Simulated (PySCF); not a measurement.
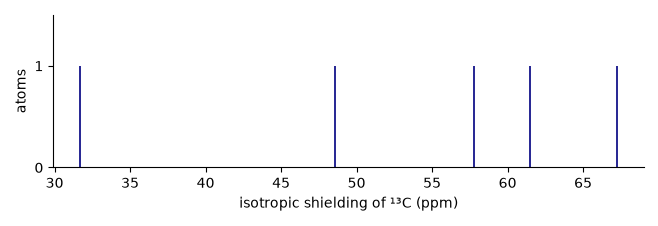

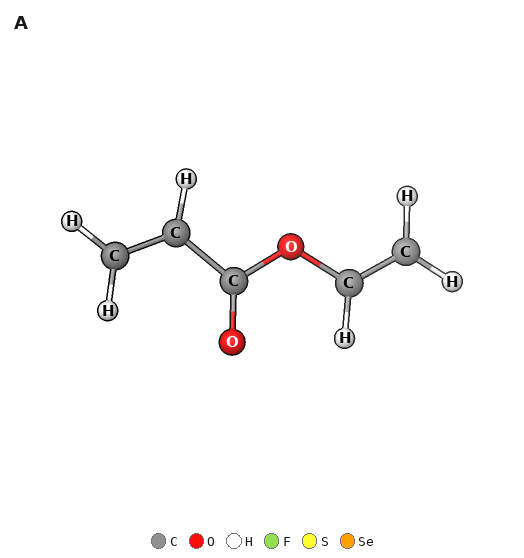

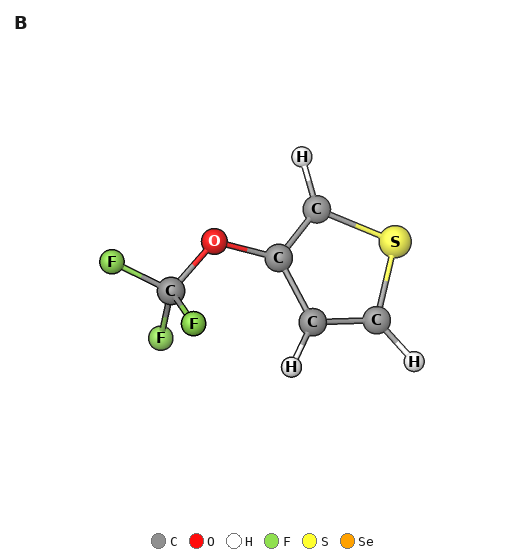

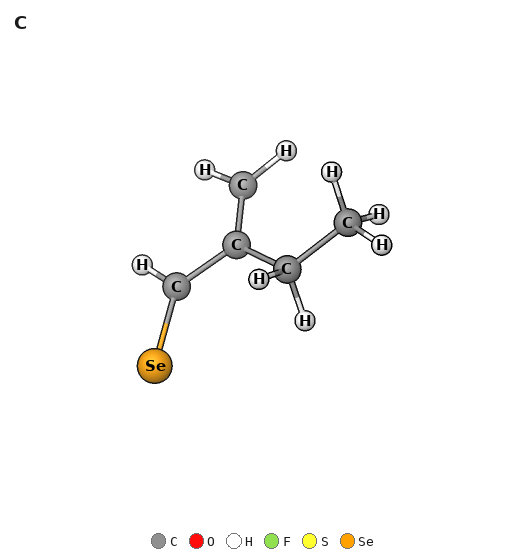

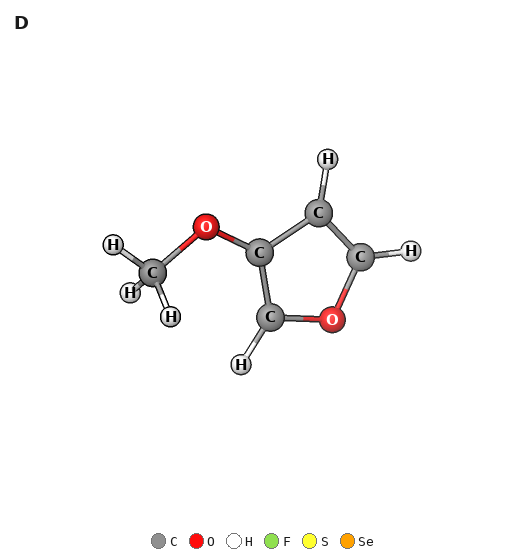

The sticks are computed shieldings of one of the molecules, for one fixed geometry (PBE0-D3(BJ)/def2-SVP) without averaging over rotations. Low shielding means a high chemical shift. Method: GIAO ωB97X-D/pcSseg-1 NMR shielding, non-relativistic, gas phase (PySCF 2.14.0).

Match the spectrum to a structure.

B, `FC(F)(F)Oc1ccsc1`. Its 5 C atoms give lines at 31.7, 48.5, 57.7, 61.5, 67.3 ppm.
